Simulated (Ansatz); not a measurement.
# C2H2: what the fields show

Input file:

```
crystal:
  periodic: [false, false, false]
  atoms:
    - {symbol: C, position_ang: [-0.112672, -0.209905, -0.554793]}
    - {symbol: C, position_ang: [0.112618, 0.209900, 0.554806]}
    - {symbol: H, position_ang: [-0.313851, -0.582315, -1.538578]}
    - {symbol: H, position_ang: [0.313906, 0.582320, 1.538564]}
basis:
  gaussian: {orbitals: def2-TZVP, initial_orbitals: start.molden}
hamiltonian: {xc: pbe0, dispersion: d4}
output: {orbitals: {seedname: orbitals}}
```

Run with:

```sh
ansatz run in.yaml --threads 4 --pin off --events-out ev --progress --plain --max-ram 3916MiB
```

Geometry: PBE-D4/def2-TZVP.

Level of theory: RKS PBE0-D4/def2-TZVP (Ansatz).

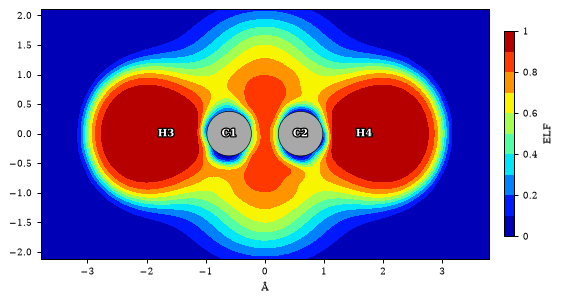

Figure 1. Electron localisation function on a plane that holds the molecular axis. Grey discs cover the atomic cores.

Read the bonding off the picture.

The section cuts through C and H sites.
C–C (1.21 Å): the ELF peaks at about 0.85 between the atoms: a short, multiple covalent bond.
C–H (1.07 Å): the ELF climbs to about 1 towards the hydrogen, as it does in any bond to H: a covalent bond by its length.

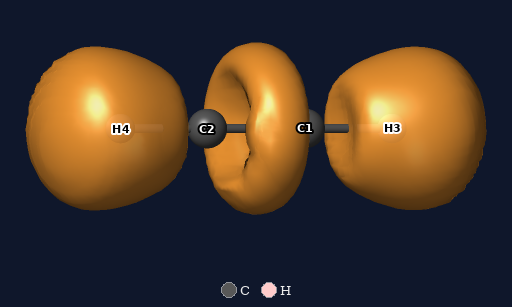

Figure 2. Isosurface of the ELF at 0.8 (orange), seen from one side. Core shells and regions of very low density are left out.

What do the ELF domains correspond to?

The surface consists of one region between bonded C–C atoms (shared pairs) and two regions around hydrogen nuclei.

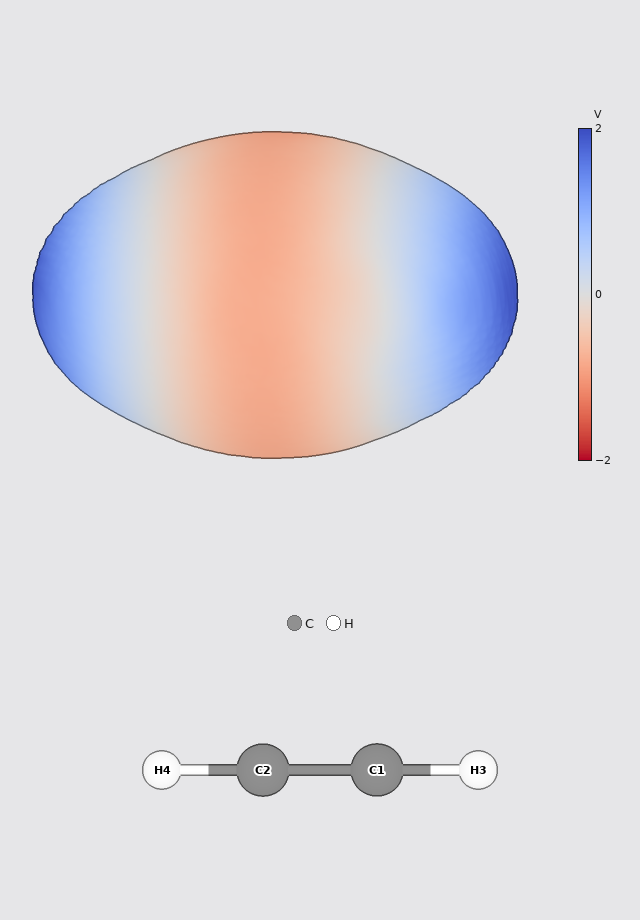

Figure 3. The electrostatic potential painted on the density surface at 0.002 e/bohr³, seen across its widest extent; the colour scale runs from red (negative) to blue (positive). The bare structure is drawn below in the same view.

Which sites attract a positive test charge, and which a negative one?

A positive charge is drawn to the negative regions and a negative charge to the positive ones. The most negative region (about −0.8 V) lies over C1 and C2, the most positive (about +1.9 V) over H3 and H4.
